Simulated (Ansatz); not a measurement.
# AsH2 (SMILES [AsH2]): ROBCCD(T)/cc-pV(D+d)Z (sfX2C, start density atoms)

What is the vertical doublet–quartet gap of AsH2 at ROBCCD(T)/cc-pV(D+d)Z (sfX2C, start density atoms)? 

Program for the calculation: Ansatz 0.2.0.

9 further runs of the same task are left out: 1 for a known fault of the program, 1 that didn't finish, 7 set aside as unsound or not needed.

**1. Starting point**

AsH2 has 3 atoms, charge 0, and is taken as a doublet. SMILES: `[AsH2]`. The shape is that of a PBE0-D4/def2-TZVP optimisation.

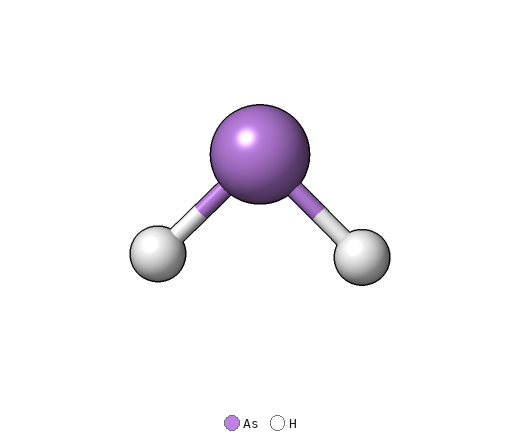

The structure, seen from a chosen angle (arsenic purple, hydrogen white).

**2. Energy and gradient at ROBCCD(T)/cc-pV(D+d)Z (sfX2C, start density atoms)**

The input, molecule.yaml:

```yaml
crystal:
  periodic: [false, false, false]
  atoms:
    - {symbol: As, position_ang: [-0.573310, 0.327430, -0.274790]}
    - {symbol: H, position_ang: [0.680410, 0.795730, 0.459110]}
    - {symbol: H, position_ang: [-0.107090, -1.123160, -0.184320]}
basis:
  gaussian:
    orbitals: cc-pV_D+d_Z.json
    symmetry_tolerance_ang: 0.001
scf:
  lower_state_search: standard
magnetization:
  spin_polarized: false
  initial_magnetization: 1
hamiltonian:
  pseudopotentials:
    relativity: scalar
output:
  forces: true
correlation:
  method: bccd_t
  electrons: all
  diis_vectors: 1
```

The basis set cc-pV(D+d)Z is read from a file made from the Basis Set Exchange's data (not shown).

Command:

```sh
ansatz run molecule.yaml --threads 1 --pin off --max-ram 3480MiB --events-out events.jsonl --progress --plain --runs-dir runs
```

The program printed, cut to the lines that bear on the results:

```text
Warning: RAYON_NUM_THREADS=1 ignored (pool sized by the plan → 1); use --threads N
Functional definition: HF
  name "HF"
[...]
418 factors; integrals over basis functions are off by at most 7.0e-4 eV
[...]
mean field -61353.80169884 eV, -2254.7106253321 hartree, gradient 3.1e-6 eV, S^2 0.750000; 1 other end points of the search recorded, 0 dependent functions left out
determinant -61353.80169884 eV, -2254.7106253321 hartree, with singles and doubles -61357.92214268 eV, -2254.8620488500 hartree
determinant -61350.58164103 eV, -2254.5922903901 hartree, with singles and doubles -61354.79619457 eV, -2254.7471723760 hartree
reference -61353.80169884 eV, -2254.7106253321 hartree; 18, 17 occupied and 19, 20 virtual orbitals, 418 factors
second order -3.45205472 eV of doubles, -0.06563123 eV of singles
cycle   1  -4.11859789 eV  change    1.8e-3 eV  update   2.0e-3
[...]
cycle  10  -4.11759116 eV  change    6.7e-7 eV  update   1.4e-6
perturbative correction -0.10733156 eV, -0.0039443621 hartree
[...]
Total energy: -61358.02662157 eV, -2254.8658883785 hartree
Relativity: scalar
Atom 0 at    -0.573310     0.327430    -0.274790 Å, force     0.031654    -0.018078     0.015172 eV/Å
Atom 1 at     0.680410     0.795730     0.459110 Å, force    -0.016711     0.006884    -0.008308 eV/Å
Atom 2 at    -0.107090    -1.123160    -0.184320 Å, force    -0.014943     0.011194    -0.006864 eV/Å
Dipole moment:     0.051781    -0.029573     0.024819 e Å
```

Run time: 16 s. Hardware: 1 thread of Arm Neoverse V1, shared host; peak memory 0.25 GiB.

**3. The quartet, same level**

molecule.yaml, as its differences from that of step 2:

```diff
@@ -14,3 +14,3 @@
   spin_polarized: false
-  initial_magnetization: 1
+  initial_magnetization: 3
 hamiltonian:
```

The basis set cc-pV(D+d)Z is read from a file made from the Basis Set Exchange's data (not shown).

Command:

```sh
ansatz run molecule.yaml --threads 1 --pin off --max-ram 3480MiB --events-out events.jsonl --progress --plain --runs-dir runs
```

The program printed, cut to the lines that bear on the results:

```text
Warning: RAYON_NUM_THREADS=1 ignored (pool sized by the plan → 1); use --threads N
[... 2 set-up lines as earlier in the session ...]
[...]
418 factors; integrals over basis functions are off by at most 7.0e-4 eV
[...]
mean field -61348.03512654 eV, -2254.4987077086 hartree, gradient 1.6e-6 eV, S^2 3.750000; 5 other end points of the search recorded, 0 dependent functions left out
determinant -61348.03512654 eV, -2254.4987077086 hartree, with singles and doubles -61351.76861734 eV, -2254.6359109650 hartree
determinant -61346.79455471 eV, -2254.4531175347 hartree, with singles and doubles -61350.78830308 eV, -2254.5998850802 hartree
determinant -61345.58572323 eV, -2254.4086937972 hartree, with singles and doubles -61350.07789162 eV, -2254.5737779406 hartree
determinant -61344.90287207 eV, -2254.3835994798 hartree, with singles and doubles -61348.63957445 eV, -2254.5209207596 hartree
reference -61348.03512654 eV, -2254.4987077086 hartree; 19, 16 occupied and 18, 21 virtual orbitals, 418 factors
second order -3.01362964 eV of doubles, -0.08773063 eV of singles
cycle   1  -3.73163607 eV  change    1.9e-3 eV  update   3.8e-3
[...]
cycle  18  -3.73088230 eV  change   -1.4e-7 eV  update   1.2e-7
perturbative correction -0.11843670 eV, -0.0043524685 hartree
[...]
Total energy: -61351.88444554 eV, -2254.6401675727 hartree
Relativity: scalar
Atom 0 at    -0.573310     0.327430    -0.274790 Å, force    -2.470545     1.410959    -1.184138 eV/Å
Atom 1 at     0.680410     0.795730     0.459110 Å, force     1.876873     0.857892     1.116290 eV/Å
Atom 2 at    -0.107090    -1.123160    -0.184320 Å, force     0.593672    -2.268851     0.067848 eV/Å
Dipole moment:    -0.065526     0.037423    -0.031407 e Å
```

Run time: 21 s. Hardware: 1 thread of Arm Neoverse V1, shared host; peak memory 0.25 GiB.

**4. What came out**

Level: ROBCCD(T)/cc-pV(D+d)Z (sfX2C, start density atoms).

```
                                        quantity           value
                           doublet: total energy  -2254.86589 Eh
     doublet: dipole moment (correlated density)          0.31 D
                     doublet: correlation energy      -155.3 mEh
                         doublet: (T) correction       -3.94 mEh
      doublet: ⟨S²⟩ of the reference determinant           0.750
               doublet: largest force on an atom      0.039 eV/Å
                           quartet: total energy  -2254.64017 Eh
     quartet: dipole moment (correlated density)          0.39 D
                     quartet: correlation energy      -141.5 mEh
                         quartet: (T) correction       -4.35 mEh
      quartet: ⟨S²⟩ of the reference determinant           3.750
               quartet: largest force on an atom      3.082 eV/Å
vertical energy of the quartet above the doublet        6.142 eV
```

At this shape the quartet lies 6.14 eV (593 kJ/mol) above the doublet. The triples (doublet) make up 2.5 % of the correlation energy. The triples (quartet) make up 3.1 % of the correlation energy.
